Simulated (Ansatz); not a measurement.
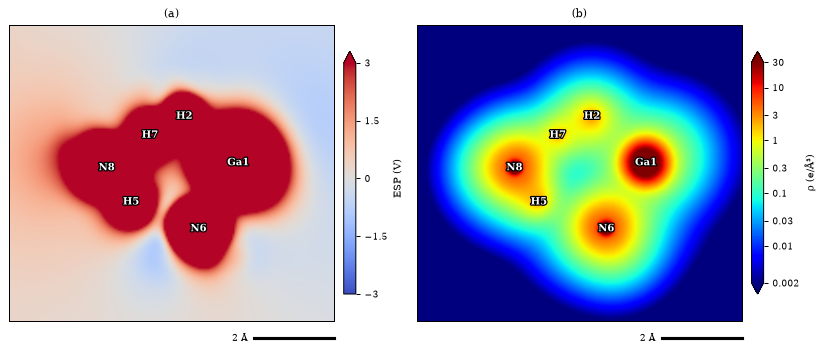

Figure 1: GaH5N···NH3···H. (a) electrostatic potential; (b) total electron density on the plane of atoms H2, Ga1 and N6.

A transition-state structure; geometry: PBE0-D4/def2-TZVP.

Computed with RKS PBE0-D4/def2-TZVPP in Ansatz 0.2.0.

Input

```
crystal:
  periodic: [false, false, false]
  atoms:
    - {symbol: Ga, position_ang: [-1.083518, 0.510703, -1.060245]}
    - {symbol: H, position_ang: [0.688341, 0.573428, -1.302155]}
    - {symbol: H, position_ang: [-1.499596, -0.501097, -2.192995]}
    - {symbol: H, position_ang: [-1.435916, 2.045238, -1.076857]}
    - {symbol: H, position_ang: [0.650218, -0.472247, 1.000309]}
    - {symbol: N, position_ang: [-1.137456, -0.268688, 0.707633]}
    - {symbol: H, position_ang: [1.155274, 0.198702, -0.522359]}
    - {symbol: N, position_ang: [1.625311, -0.343840, 0.627080]}
    - {symbol: H, position_ang: [-1.588210, 0.341084, 1.379572]}
    - {symbol: H, position_ang: [-1.654251, -1.140073, 0.723337]}
    - {symbol: H, position_ang: [2.172389, 0.282609, 1.202443]}
    - {symbol: H, position_ang: [2.107516, -1.225819, 0.514238]}
basis:
  gaussian: {orbitals: def2-TZVPP}
hamiltonian: {xc: pbe0, dispersion: d4}
output: {orbitals: {seedname: orbitals}}
```

Command:

```sh
ansatz run in.yaml --threads 4 --pin off --events-out ev --progress --plain --max-ram 9574MiB
```

**Read the bonding off the picture.**

- The plane passes through Ga, H and N nuclei.
- H2···H7 (0.98 Å): the density falls to about 0.95 e/Å³ on the way.
- Ga–N (1.93 Å): the density is about 0.74 e/Å³ at the midpoint.
- Outside the dense part of the complex the potential is most negative (−0.9 V) near N6.
